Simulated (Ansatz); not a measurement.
**How methods differ on BNH2O (SMILES BN=O)**

BNH2O: 5 atoms, total charge 0, spin state singlet. SMILES: `BN=O`. The shape is that of a GFN2-xTB optimisation.

```xyz
5

B    -0.3033    0.3847   -0.2065
N     0.4352   -0.5521    0.2969
O     1.1137   -1.4154    0.7602
H    -1.1589    0.0919   -0.9415
H    -0.0867    1.4908    0.0908
```

Each level gives the energy change with the B1–N2 bond stretched from 1.295 to 1.618 Å (eV). The values are calculated.

```json
{"level": "HF/STO-3G (restricted)", "kind": "Hartree–Fock", "program": "Ansatz", "value (eV)": "1.43", "less FCI/STO-3G": "+0.40"}
{"level": "SVWN5/STO-3G (restricted)", "kind": "LDA", "program": "Ansatz", "value (eV)": "1.32", "less FCI/STO-3G": "+0.29"}
{"level": "BLYP/STO-3G (restricted)", "kind": "GGA", "program": "Ansatz", "value (eV)": "0.96", "less FCI/STO-3G": "-0.07"}
{"level": "B3LYP/STO-3G (restricted)", "kind": "global hybrid", "program": "Ansatz", "value (eV)": "1.14", "less FCI/STO-3G": "+0.11"}
{"level": "CAM-B3LYP/STO-3G (restricted)", "kind": "range-separated hybrid", "program": "Ansatz", "value (eV)": "1.24", "less FCI/STO-3G": "+0.21"}
{"level": "B2PLYP/STO-3G (restricted)", "kind": "double hybrid", "program": "Ansatz", "value (eV)": "1.16", "less FCI/STO-3G": "+0.13"}
{"level": "CCSD(T)/STO-3G (restricted)", "kind": "coupled cluster or CI", "program": "Ansatz", "value (eV)": "1.01", "less FCI/STO-3G": "-0.02"}
{"level": "FCI/STO-3G", "kind": "exact in the basis", "program": "Ansatz", "value (eV)": "1.03", "less FCI/STO-3G": "0.00"}
```

FCI/STO-3G is exact within its basis and frozen core, so for wave-function methods in that basis the difference is their error; functionals converge differently with the basis, so for them it is only a difference. The first shape isn't each level's own minimum. The values span 0.96 to 1.43 eV. All rows use very small basis sets, so none should be taken for the real molecule's value.

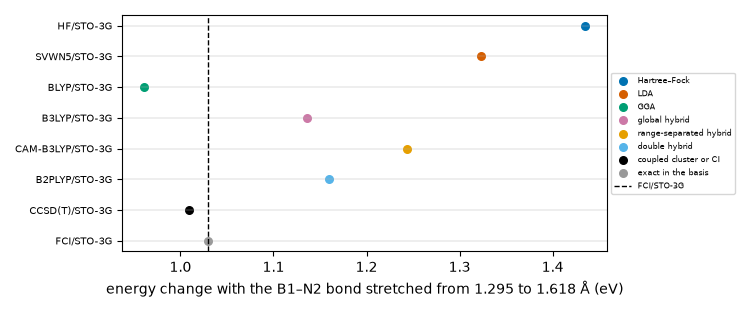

The values of the table, level by level.
